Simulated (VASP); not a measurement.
```xyz
2
Lattice="0.0000 3.3793 3.3793 3.3793 0.0000 3.3793 3.3793 3.3793 0.0000" Properties=species:S:1:pos:R:3 pbc="T T T"
Hg     0.0000     0.0000     0.0000
Te     1.6897     1.6897     1.6897
```

Level of theory: RPBE GGA, VASP's PBE PAW potentials (set 64) (plane waves; VASP). Numerical set-up: 520 eV cut-off, 11×11×11 Γ-centred mesh, tetrahedra with Blöchl corrections, potentials Hg Te.

Unless said otherwise, spin-orbit coupling is left out, though it shifts the bands of the heavy elements here.

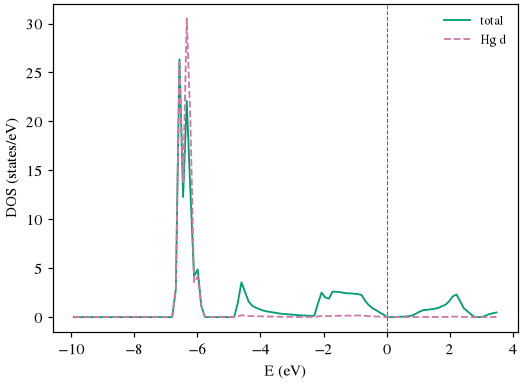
Fig. 1. Total and projected density of states, zero at the Fermi level

Within 2 eV below the Fermi level the largest weight inside VASP's projection spheres is Te p.

It has no gap at this level: it comes out as a metal or semimetal.

The compound is HgTe in the zinc blende structure. It was relaxed first, which changed the volume by +15 %.
